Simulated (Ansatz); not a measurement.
**C₃HGeN₃: inputs that go wrong**

Aim: try 4 inputs for C₃HGeN₃ as typed, read how each ends, and find what has to change.

Computed with Ansatz 0.2.0, Gaussian basis. Level: the settings change from run to run.

## (1) The geometry

An earlier PBE0-D4 in a triple-zeta def2 set relaxation fixed the geometry.

SMILES `N#[C][GeH]([C]#N)[C]#N`, 8 atoms, charge 0, spin multiplicity 1.

Atoms are counted from 1 here; the program's logs count them from 0.

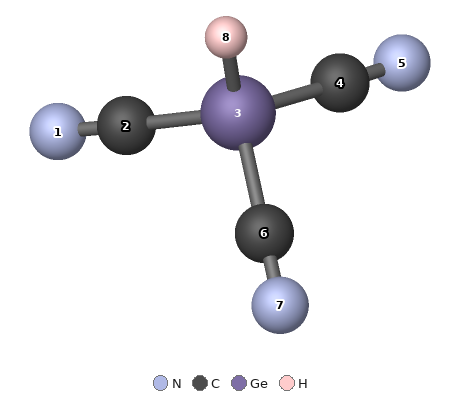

The geometry (nitrogen light blue, carbon dark grey, germanium purple, hydrogen pink); atoms are numbered from 1 in the order of the file.

## (2) Input 1

in.yaml reads:

```yaml
crystal:
  periodic: [false, false, false]
  atoms:
    - {symbol: N, position_ang: [2.330577, -1.064430, 2.609659]}
    - {symbol: C, position_ang: [1.468831, -0.811930, 1.486796]}
    - {symbol: Ge, position_ang: [0.061926, -0.451762, -0.399877]}
    - {symbol: C, position_ang: [0.680768, 1.631134, -1.373136]}
    - {symbol: N, position_ang: [1.060808, 2.870148, -1.995703]}
    - {symbol: C, position_ang: [-2.170905, -0.237009, 0.398270]}
    - {symbol: N, position_ang: [-3.529833, -0.137554, 0.857181]}
    - {symbol: H, position_ang: [0.213077, -1.869974, -1.652815]}
basis:
  gaussian: {orbitals: ANO-RCC-VTZP}
total_charge: 1
magnetization: {spin_polarized: true, initial_magnetization: 1}
hamiltonian: {xc: {name: LC-wPBE}}
accuracy: high
output: {forces: true}
```

Started as:

```console
$ ansatz run in.yaml --threads 4 --pin off --events-out ev --progress --plain --max-ram 10444MiB
```

The program printed:

```text
Functional definition: LC-wPBE
  name "LC-wPBE"
  cite "Vydrov & Scuseria, J. Chem. Phys. 125, 234109 (2006) doi:10.1063/1.2409292"
  cite "Heyd & Scuseria, J. Chem. Phys. 120, 7274 (2004) doi:10.1063/1.1668634"
  cite "Ernzerhof & Perdew, J. Chem. Phys. 109, 3313 (1998) doi:10.1063/1.476928"
  cite "Perdew, Burke & Ernzerhof, Phys. Rev. Lett. 77, 3865 (1996) doi:10.1103/PhysRevLett.77.3865"
  parent pbe
  parameter omega = 0.4/bohr
  exchange = pbe_x_sr(omega) + exact_x_lr(omega)
  correlation = pbe_c
4229 factors; integrals over basis functions are off by at most 4.0e-9 eV
1061 factors; integrals over basis functions are off by at most 1.9e-9 eV
mean field evaluation 1: about -64651.4052 eV, gradient 6.9e1 eV
mean field evaluation 2: about -64458.8954 eV, gradient 2.0e2 eV
mean field evaluation 4: about -64674.0866 eV, gradient 8.9e0 eV
mean field evaluation 8: about -64674.7841 eV, gradient 8.5e-1 eV
mean field evaluation 16: about -64673.3248 eV, gradient 1.6e1 eV
mean field evaluation 32: about -64675.8119 eV, gradient 3.9e-3 eV
Error: SIGTERM received: run cancelled behind 56 evaluations of the mean field
```

Wall time 8.4 min (4 threads of Arm Neoverse V2, shared host).

**Diagnosis.** The run was stopped at its time limit, after 56 evaluations of the mean field. What it printed up to there is unfinished. The size of the job: 8 atoms, 237 basis functions. What to do: allow more time or more cores. The input also asks for charge 1 and multiplicity 2, not those of the species named; set them back first. Its coordinates are also moved off the relaxed structure.

## (3) Input 2

in.yaml reads:

```yaml
crystal:
  periodic: [false, false, false]
  atoms:
    - {symbol: N, position_ang: [4.101815, -1.873398, 4.593000]}
    - {symbol: C, position_ang: [2.585142, -1.428996, 2.616762]}
    - {symbol: Ge, position_ang: [0.108989, -0.795100, -0.703783]}
    - {symbol: C, position_ang: [1.198151, 2.870796, -2.416719]}
    - {symbol: N, position_ang: [1.867022, 5.051461, -3.512438]}
    - {symbol: C, position_ang: [-3.820793, -0.417135, 0.700955]}
    - {symbol: N, position_ang: [-6.212506, -0.242095, 1.508639]}
    - {symbol: H, position_ang: [0.375016, -3.291154, -2.908955]}
basis:
  gaussian: {orbitals: aug-cc-pVTZ, fitting: {mean_field: cc-pVTZ-jkfit}}
hamiltonian: {xc: {name: RPBE}, dispersion: d3bjatm}
scf: {lower_state_search: light}
output: {forces: true}
```

Same command.

The program printed (excerpt; [...] marks lines left out):

```text
Functional definition: RPBE
  name "RPBE"
  cite "Hammer, Hansen & Nørskov, Phys. Rev. B 59, 7413 (1999) doi:10.1103/PhysRevB.59.7413"
  cite "Perdew, Burke & Ernzerhof, Phys. Rev. Lett. 77, 3865 (1996) doi:10.1103/PhysRevLett.77.3865"
[...]
711 factors; integrals over basis functions are off by at most 8.0e-1 eV
[...]
mean field -64071.36562633 eV, -2354.5792576364 hartree, gradient 2.5e-6 eV, S^2 0.000000; 8 other end points of the search recorded, 0 dependent functions left out
[...]
reference -64071.36574536 eV, -2354.5792620106 hartree; 36, 36 occupied and 322, 322 virtual orbitals, 711 factors
Total energy: -64071.67290542 eV, -2354.5905499345 hartree
Atom 0 at     4.101815    -1.873398     4.593000 Å, force    -2.305891     0.673791    -3.006500 eV/Å
Atom 1 at     2.585142    -1.428996     2.616762 Å, force     2.149612    -0.638881     2.791498 eV/Å
Atom 2 at     0.108989    -0.795100    -0.703783 Å, force     0.074198    -0.697291    -0.616049 eV/Å
Atom 3 at     1.198151     2.870796    -2.416719 Å, force     0.948532     3.080074    -1.560464 eV/Å
Atom 4 at     1.867022     5.051461    -3.512438 Å, force    -1.016900    -3.317564     1.664336 eV/Å
Atom 5 at    -3.820793    -0.417135     0.700955 Å, force    -3.387311     0.238820     1.136116 eV/Å
Atom 6 at    -6.212506    -0.242095     1.508639 Å, force     3.636790    -0.268037    -1.229750 eV/Å
Atom 7 at     0.375016    -3.291154    -2.908955 Å, force    -0.099030     0.929088     0.820813 eV/Å
Dipole moment:     0.034746    -0.321596    -0.284040 e Å
```

Wall time 49 s (4 threads of Arm Neoverse V2, shared host); peak memory 0.67 GiB.

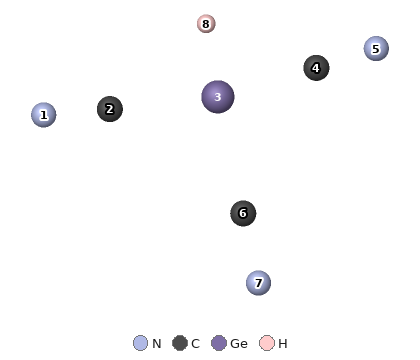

The geometry of this input.

**Diagnosis.** The run converged, but a converged run isn't a right one. The geometry is stretched to more than twice its size. The shortest distance is 2.53 Å (C6–N7), against 1.15 Å in the relaxed molecule. Its energy is no property of the relaxed molecule. To mend it, use the relaxed coordinates.

## (4) Input 3

in.yaml reads:

```yaml
crystal:
  periodic: [false, false, false]
  atoms:
    - {symbol: N, position_ang: [1.864461, -0.851544, 2.087727]}
    - {symbol: C, position_ang: [1.175065, -0.649544, 1.189437]}
    - {symbol: Ge, position_ang: [0.049540, -0.361409, -0.319901]}
    - {symbol: C, position_ang: [0.544614, 1.304907, -1.098508]}
    - {symbol: N, position_ang: [0.848646, 2.296119, -1.596563]}
    - {symbol: C, position_ang: [-1.736724, -0.189607, 0.318616]}
    - {symbol: N, position_ang: [-2.823866, -0.110043, 0.685745]}
    - {symbol: H, position_ang: [0.170462, -1.495979, -1.322252]}
basis:
  gaussian: {orbitals: def2-mTZVPP}
magnetization: {spin_polarized: true, initial_magnetization: 4}
hamiltonian: {xc: {name: PBE0}}
output: {forces: true}
```

Same command.

The program printed (excerpt; [...] marks lines left out):

```text
Functional definition: PBE0
  name "PBE0"
  cite "Adamo & Barone, J. Chem. Phys. 110, 6158 (1999) doi:10.1063/1.478522"
  cite "Perdew, Burke & Ernzerhof, Phys. Rev. Lett. 77, 3865 (1996) doi:10.1103/PhysRevLett.77.3865"
  parent pbe
[...]
1461 factors; their error is unknown
[...]
mean field -64087.55069430 eV, -2355.1740479133 hartree, gradient 6.5e-6 eV, S^2 6.011734; 6 other end points of the search recorded, 0 dependent functions left out
[...]
reference -64087.55072315 eV, -2355.1740489738 hartree; 38, 34 occupied and 132, 136 virtual orbitals, 1461 factors
Total energy: -64087.55072315 eV, -2355.1740489738 hartree
Atom 0 at     1.864461    -0.851544     2.087727 Å, force     0.154419    -0.117595     0.439755 eV/Å
Atom 1 at     1.175065    -0.649544     1.189437 Å, force     0.405002     0.196659    -0.259225 eV/Å
Atom 2 at     0.049540    -0.361409    -0.319901 Å, force    -0.389111     0.741062    -0.420787 eV/Å
Atom 3 at     0.544614     1.304907    -1.098508 Å, force    -3.438135   -12.503725     6.655933 eV/Å
Atom 4 at     0.848646     2.296119    -1.596563 Å, force     3.632315    12.296135    -6.240085 eV/Å
Atom 5 at    -1.736724    -0.189607     0.318616 Å, force    13.195164    -1.427760    -4.878687 eV/Å
Atom 6 at    -2.823866    -0.110043     0.685745 Å, force   -13.367654     1.147604     4.642421 eV/Å
Atom 7 at     0.170462    -1.495979    -1.322252 Å, force    -0.192000    -0.332379     0.060675 eV/Å
Dipole moment:    -0.202605    -0.222800    -0.527988 e Å
```

Wall time 27 s (4 threads of Arm Neoverse V2, shared host); peak memory 0.86 GiB.

Diagnosis: The run converged, but a converged run isn't a right one. The spin is set far too high for this molecule. It asks for 4 unpaired electrons; the ground state has 0. Its energy belongs to an excited spin state, not the ground state. To mend it, set initial_magnetization back to that of the ground state.

## (5) Input 4

in.yaml reads:

```yaml
crystal:
  periodic: [true, true, true]
  atoms:
    - {symbol: N, position_ang: [1.864461, -0.851544, 2.087727]}
    - {symbol: C, position_ang: [1.175065, -0.649544, 1.189437]}
    - {symbol: Ge, position_ang: [0.049540, -0.361409, -0.319901]}
    - {symbol: C, position_ang: [0.544614, 1.304907, -1.098508]}
    - {symbol: N, position_ang: [0.848646, 2.296119, -1.596563]}
    - {symbol: C, position_ang: [-1.736724, -0.189607, 0.318616]}
    - {symbol: N, position_ang: [-2.823866, -0.110043, 0.685745]}
    - {symbol: H, position_ang: [0.170462, -1.495979, -1.322252]}
basis:
  gaussian: {orbitals: cc-pVTZ}
magnetization: {spin_polarized: true, initial_magnetization: 0}
hamiltonian: {xc: {name: PBE-QIDH}}
scf: {lower_state_search: light}
```

Same command.

The program printed:

```text
Error: YAML parse error: error: line 2 column 3: crystal: missing field `lattice` (a structure is typed as `lattice` and `atoms`, a molecule's as `atoms` in Å alone, or read from a run's directory, `checkpoint`)
 --> <input>:2:3
  |
1 | crystal:
2 |   periodic: [true, true, true]
  |   ^ crystal: missing field `lattice` (a structure is typed as `lattice` and `atoms`, a molecule's as `atoms` in Å alone, or read from a run's directory, `checkpoint`)
3 |   atoms:
4 |     - {symbol: N, position_ang: [1.864461, -0.851544, 2.087727]}
  |
```

It took 0.05 s on 4 threads of Arm Neoverse V2, shared host.

What is wrong: The program refused the input. The molecule is marked periodic without a cell. To mend it, set periodic to false, or give a lattice.

## (6) How the tries ended

| input | level | ended | cause | time |
| --- | --- | --- | --- | --- |
| 1 | LC-wPBE/ANO-RCC-VTZP | timeout | the time limit | 8.4 min |
| 2 | RPBE/aug-cc-pVTZ | converged | the geometry is stretched to more than twice its size | 49 s |
| 3 | PBE0/def2-mTZVPP | converged | the spin is set far too high for this molecule | 27 s |
| 4 | PBE-QIDH/cc-pVTZ | refused | the molecule is marked periodic without a cell | 0.05 s |

**Reading.** 1 timeout, 2 converged, 1 refused. A refusal costs next to no computing time. The dangerous case is the input that converges on a wrong geometry, charge, spin, basis or grid: often only a look at the input shows it.
